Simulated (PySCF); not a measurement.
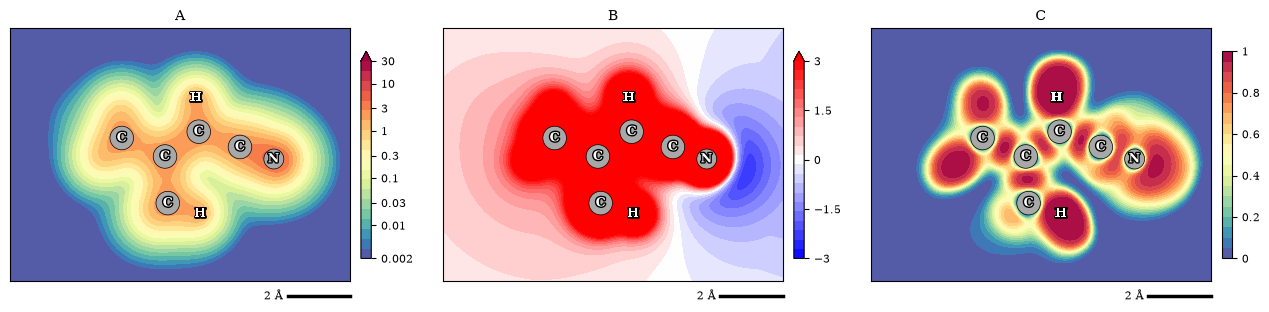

C$_{6}$H$_{8}$FN (SMILES C/C(=C\C#N)CCF): 3 fields on the plane of atoms C4, C3 and H12, with unlabelled colour scales. Grey discs cover the atomic cores.

Geometry: GFN2-xTB.

Level of theory: CAM-B3LYP/def2-SVPD, SCF density, gas phase (PySCF 2.14.0).

Which field does each panel show? The fields are: electron density, electron localisation function and electrostatic potential.

Answer. Panel A: electron density. Panel B: electrostatic potential (strongly positive close to the atoms, with negative regions outside electron-rich atoms). Panel C: electron localisation function. From the grid: C–N (1.15 Å): ρ at the midpoint is about 3.6 e/Å³; the ELF peaks at about 0.85 between the atoms (a short, multiple covalent bond). C–C (1.34 Å): ρ is about 2.3 e/Å³ halfway; the ELF peaks at about 0.95 between the atoms (a multiple bond).
